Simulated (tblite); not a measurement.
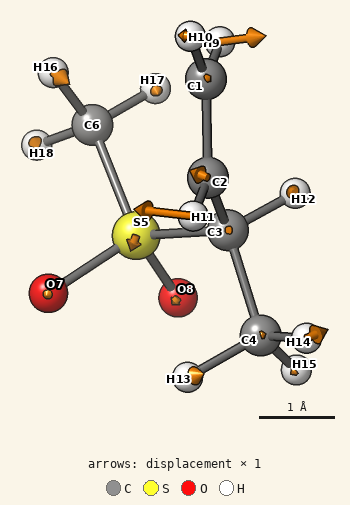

This is a relaxation of C5H10O2S. The starting structure is drawn; orange arrows show the displacements, at their true length. The two geometries are superimposed by the best rigid fit.

The picture is a ball-and-stick view, seen from a free direction.

Method: GFN2-xTB geometry optimisation, gas phase (tblite). 

Describe the change and its energy.

The atom that moves furthest after the best rigid fit is H11 (1.00 Å). By element the largest moves are H 1.00 Å, C 0.34 Å, S 0.24 Å, O 0.14 Å. Near-neighbour distances that change, for instance: C3–S5 1.726 → 1.846 Å, S5–O8 1.522 → 1.438 Å, S5–C6 1.740 → 1.821 Å, C4–H13 1.146 → 1.088 Å. Among the angles between lasting bonds that change: C3–S5–C6 119.4° → 104.9°, C2–C3–S5 119.5° → 107.1°, O7–S5–O8 105.4° → 117.6°. Groups turn about C2–C3 by about 35°. The energy falls by 119.8 kJ/mol in 104 geometry steps. The run took 1.6 s on 1 thread of AMD EPYC, on a shared host.
